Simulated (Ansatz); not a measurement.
```
Si B Mn
1.0
     3.80644    0.00000    0.00000
     0.00000    3.80644    0.00000
     0.00000    0.00000    3.80644
Si B Mn
1 1 3
Cartesian
  0.0000 0.0000 0.0000
  1.9032 1.9032 1.9032
  1.9032 1.9032 0.0000
  1.9032 0.0000 1.9032
  0.0000 1.9032 1.9032
```

Space group Pm-3m; started from the antiperovskite prototype, which need not be the ambient phase; spin-polarised.

Level of theory: Ansatz, DFT PBE, scalar-relativistic, plane waves, PAW.

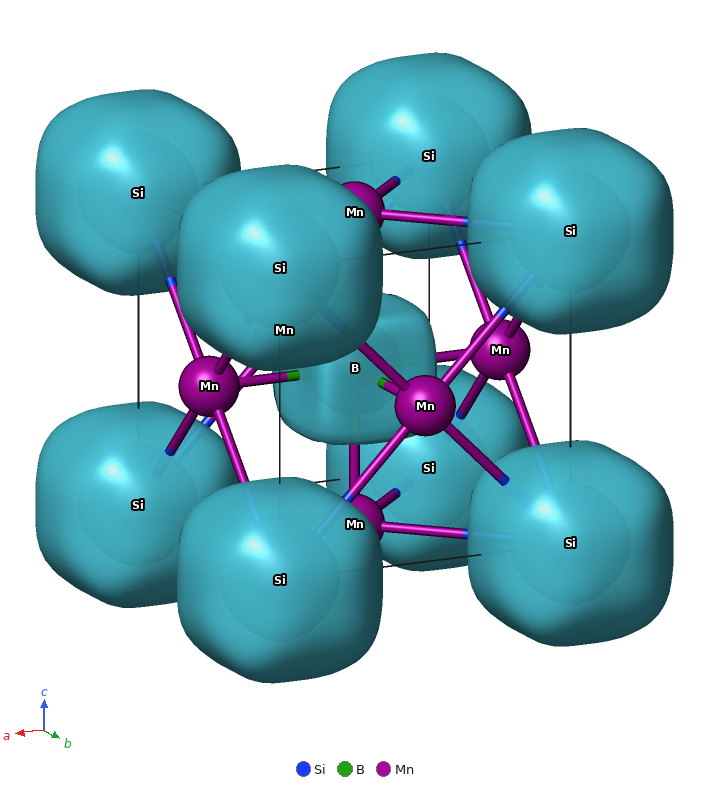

Mn₃SiB. Isosurface of the ELF at 0.55 (cyan), seen at an oblique angle. Only the valence region is drawn (cores and ρ < 0.01 e/Å³ removed). Sticks mark near contacts.

Core electrons are frozen (PAW), and the valence fields are smoothed inside the atomic spheres.

**Identify the bonds, lone pairs and shells in this picture.**

The ELF exceeds this value in one region wrapped around B (its valence shell) and one region wrapped around Si (its valence shell), counted in one cell of 5 atoms. Any copies at cell faces, edges or corners count once. Profiles from the grid: Mn–B (1.90 Å): the ELF peaks at about 0.60 in the valence shell of B, 0.7 Å from its nucleus, and is about 0.35 at the midpoint. Mn–Si (2.69 Å): the ELF peaks at about 0.70 in the valence shell of Si, 0.9 Å from its nucleus, and is about 0.40 at the midpoint.

**How are the moments arranged in this solution?**

Parallel moments (a ferromagnetic arrangement) in this solution; site moments Mn: +1.2 μB (×3) in one cell of 5 atoms, with smaller moments on Si (up to −0.11 μB) and B (up to −0.07 μB).
